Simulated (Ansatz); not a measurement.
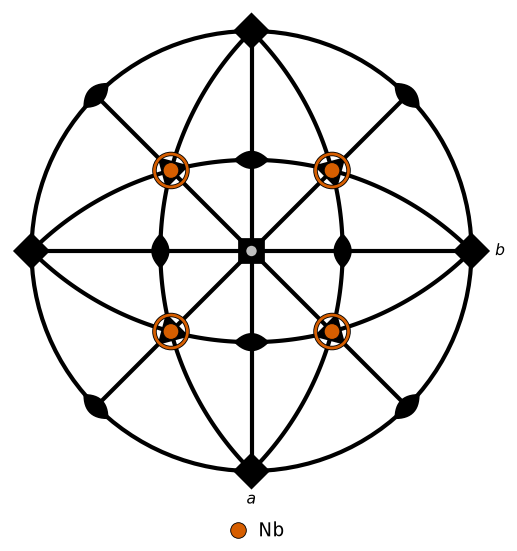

Crystal: Nb3Ag, the geometry relaxed with DFT PBE, scalar-relativistic, plane waves, PAW (Ansatz 0.2.0); the starting structure was generated, so it need not be a known form of this composition. Directions from one silver atom at (0, 0, 0) to its bonded neighbours, in stereographic projection down c (filled: above the plane of the page or in it, open: below). Symmetry computed with spglib at a tolerance of 0.002 Å; standard conventional cell.

Neighbours are counted up to 3.21 Å for Nb. The symmetry elements of the site are drawn in: heavy lines are mirror planes (a heavy rim: a mirror in the plane of the page); lens, triangle, square and hexagon are 2-, 3-, 4- and 6-fold axes, a lens in an open square is −4, a triangle in an open hexagon −6; thin dashed diameters join the ends of axes that lie in the page; a small open circle marks inversion.

```yaml
crystal:
  lattice:
    - [6.61175, 0.00000, 0.00000]
    - [0.00000, 6.61175, 0.00000]
    - [0.00000, 0.00000, 6.61175]
  atoms:
    - { symbol: Nb, position: [0.25000, 0.25000, 0.75000] }
    - { symbol: Nb, position: [0.50000, 0.00000, 0.00000] }
    - { symbol: Nb, position: [0.25000, 0.75000, 0.75000] }
    - { symbol: Ag, position: [0.00000, 0.00000, 0.00000] }
    - { symbol: Nb, position: [0.25000, 0.75000, 0.25000] }
    - { symbol: Nb, position: [0.50000, 0.50000, 0.50000] }
    - { symbol: Nb, position: [0.25000, 0.25000, 0.25000] }
    - { symbol: Ag, position: [0.00000, 0.50000, 0.50000] }
    - { symbol: Nb, position: [0.75000, 0.25000, 0.25000] }
    - { symbol: Nb, position: [0.00000, 0.00000, 0.50000] }
    - { symbol: Nb, position: [0.75000, 0.75000, 0.25000] }
    - { symbol: Ag, position: [0.50000, 0.00000, 0.50000] }
    - { symbol: Nb, position: [0.75000, 0.75000, 0.75000] }
    - { symbol: Nb, position: [0.00000, 0.50000, 0.00000] }
    - { symbol: Nb, position: [0.75000, 0.25000, 0.75000] }
    - { symbol: Ag, position: [0.50000, 0.50000, 0.00000] }
```

How many neighbours are there, and at what angles?

8: 8 Nb at 2.86 Å. Angles between bonds: 71° (12×), 109° (12×), 180° (4×).

What is the site's symmetry in the crystal?

Point group m-3m (Oh), order 48: three fourfold axes, four threefold axes, six twofold axes, nine mirror planes, an inversion centre. In No. 225, Fm-3m this is Wyckoff position 4a.
